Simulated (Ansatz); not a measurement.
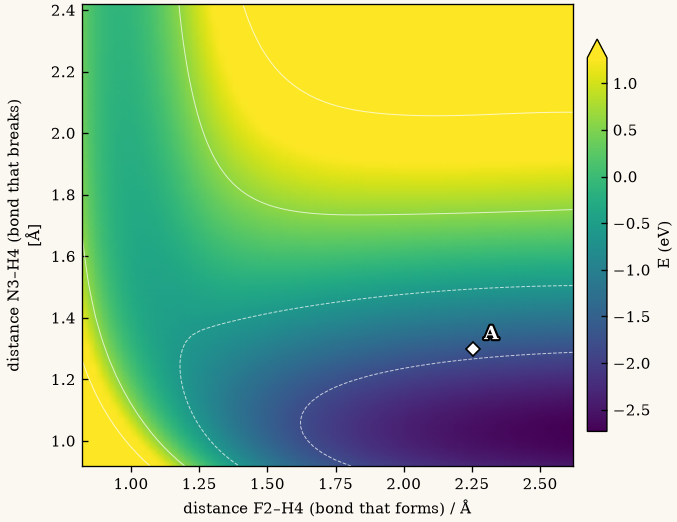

The reacting system F₃H₂NTi. The first coordinate is: distance F2–H4 (bond that forms); the second: distance N3–H4 (bond that breaks). Relaxed at each point: all other coordinates. The scan uses a 7 × 7 grid. Points are written as (first, second). Energies: eV, counted from a guessed transition structure relaxed with its forming and breaking bonds held. The reference is spin-restricted, so regions where a bond is pulled apart into radicals lie too high. The calculation used RKS PBE0-D4/def2-SVP (Ansatz).

Drawn: a smooth colour map with a few white contour lines, one colour for all values above the top of the scale, the point A. Between grid points the surface is interpolated.

Question: Which way does the force act at A, and how strong is it?

Answer: A, at (2.252 Å, 1.298 Å), is not a stationary point. The computed force is 0.43 eV for each Å towards larger values of the first coordinate and 5.2 eV for each Å towards smaller values of the second coordinate.
